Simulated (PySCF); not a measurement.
# ClH2SSi (SMILES S[SiH]Cl) at 5 levels

We compute a comparison of 5 runs (UM06-2X/STO-3G, RPA/STO-3G, UCCSDT/STO-3G, UCISD/STO-3G, UCCSD(T)/STO-3G) of ClH2SSi. Input form: a Python script.

The calculation is run with PySCF 2.14.0.

## (1) The structure to begin with

ClH2SSi has 5 atoms, charge 0, and is taken as a doublet. SMILES: `S[SiH]Cl`. Geometry: relaxed at PBE0-D4/def2-TZVP.

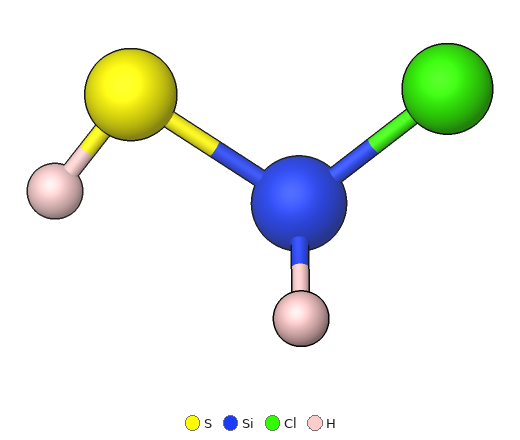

The structure, seen from a chosen angle (sulfur yellow, silicon blue, chlorine green, hydrogen pink).

## (2) The energy at UM06-2X/STO-3G (run 1)

File input.py:

```python
from pyscf import gto, dft

mol = gto.M(
    atom='''
S     -1.489500     0.144700    -0.110400
Si     0.633500     0.085900    -0.296400
Cl     1.324100     1.826800     0.545500
H     -1.633000    -1.077000    -0.655900
H      1.214800    -1.053900     0.475800
''',
    spin=1,
    max_memory=1860,
    verbose=3,
    basis='sto-3g',
    charge=0,
)

calc0 = dft.UKS(mol, xc='m06-2x')
calc0.conv_tol = 1e-10
calc0.grids.level = 5
calc0.kernel()
if not calc0.converged:
    calc0 = calc0.newton().run(calc0.mo_coeff, calc0.mo_occ)

e_tot = calc0.e_tot
print('E(%s) = %.9f' % ('M06-2X', e_tot))
```

Run with:

```bash
$ OMP_NUM_THREADS=1 python input.py
```

Log:

```text
WARN: HOMO -0.141463842997493 >= LUMO -0.141463842997492

converged SCF energy = -1136.35438232059  <S^2> = 0.75207945  2S+1 = 2.0020784
E(M06-2X) = -1136.354382321
```

It took 11 s on 1 thread of Arm Neoverse V2, shared host; peak memory 0.26 GiB.

## (3) The energy at RPA/STO-3G (run 2)

File input.py:

```python
from pyscf import gto, scf
from pyscf.gw.urpa import URPA

molecule = gto.M(
    atom='''
S       -1.489500       0.144700      -0.110400
Si       0.633500       0.085900      -0.296400
Cl       1.324100       1.826800       0.545500
H       -1.633000      -1.077000      -0.655900
H        1.214800      -1.053900       0.475800
''',
    max_memory=1860,
    spin=1,
    basis='sto-3g',
    verbose=3,
)

mf = scf.UHF(molecule)
mf.conv_tol = 1e-10
mf.kernel()
if not mf.converged:
    mf = mf.newton().run(mf.mo_coeff, mf.mo_occ)

rpa = URPA(mf, frozen=15)
rpa.kernel()
e_exx = mf.e_tot
etot = e_exx + rpa.e_corr
print('E = %.10f Eh' % etot)
```

Run with:

```bash
$ OMP_NUM_THREADS=1 python input.py
```

Log:

```text
converged SCF energy = -1134.54819962488  <S^2> = 0.7538859  2S+1 = 2.0038821
E(URPA) = -1134.09020052804  E_corr = -0.0807728610508653  E_hf = -1134.00942766699
E = -1134.6289724859 Eh
```

It took 0.74 s on 1 thread of Arm Neoverse V2, shared host; peak memory 0.12 GiB.

Runs 3 to 4 aren't shown in full; the table further down has their settings and results.

## (4) A single-point energy at UCCSD(T)/STO-3G (run 5)

File input.xyz:

```xyz
5
ClH2SSi
S     -1.489500     0.144700    -0.110400
Si     0.633500     0.085900    -0.296400
Cl     1.324100     1.826800     0.545500
H     -1.633000    -1.077000    -0.655900
H      1.214800    -1.053900     0.475800
```

File calc.py:

```python
# S[SiH]Cl
from pyscf import gto, cc

mol = gto.M(
    atom='input.xyz',
    max_memory=1860,
    charge=0,
    spin=1,
    basis='sto-3g',
    verbose=3,
)

mf = mol.UHF()
mf.conv_tol = 1e-10
mf.kernel()
if not mf.converged:
    mf = mf.newton().run(mf.mo_coeff, mf.mo_occ)

mycc = cc.CCSD(mf, frozen=15)
mycc.kernel()
e_t = mycc.ccsd_t()
energy = mycc.e_tot + e_t
print('E = %.10f Eh' % energy)
```

Run with:

```bash
$ OMP_NUM_THREADS=1 python calc.py
```

Log:

```text
converged SCF energy = -1134.54819962488  <S^2> = 0.7538859  2S+1 = 2.0038821
E(UCCSD) = -1134.625347647203  E_corr = -0.07714802232329475
UCCSD(T) correction = -0.00125535790715131
E = -1134.6266030051 Eh
```

It took 0.8 s on 1 thread of Arm Neoverse V2, shared host; peak memory 0.12 GiB.

## (5) Overview of the runs

```
run            level  integration grid  frozen core orbitals   energy (Eh)  dipole moment (D) of the reference  HOMO energy (eV)  LUMO energy (eV)  wall time
  1   UM06-2X/STO-3G                 5                     –  -1136.354382                                3.36             -4.51              1.01       11 s
  2       RPA/STO-3G                 –                    15  -1134.628972                                3.69             -6.66              4.41     0.74 s
  3    UCCSDT/STO-3G                 –                    15  -1134.627088                                3.69             -6.66              4.41      2.5 s
  4     UCISD/STO-3G                 –                    15  -1134.622390                                3.69             -6.66              4.41     0.72 s
  5  UCCSD(T)/STO-3G                 –                    15  -1134.626603                                3.69             -6.66              4.41      0.8 s
```

## (6) Results

| quantity | value |
| --- | --- |
| run 5: total energy | -1134.62660 Eh |
| run 5: dipole moment (Hartree–Fock density) | 3.69 D |
| run 5: HOMO energy (Hartree–Fock orbitals) (highest over α and β) | -6.66 eV |
| run 5: LUMO energy (Hartree–Fock orbitals) (lowest over α and β) | 4.41 eV |
| run 5: correlation energy (15 core orbitals frozen) | -78.4 mEh |
| run 5: (T) correction | -1.26 mEh |
| run 5: ⟨S²⟩ | 0.754 |
| run 5: T1 diagnostic | 0.013 |

**Reading.** All runs together took 16 s, the longest 11 s.
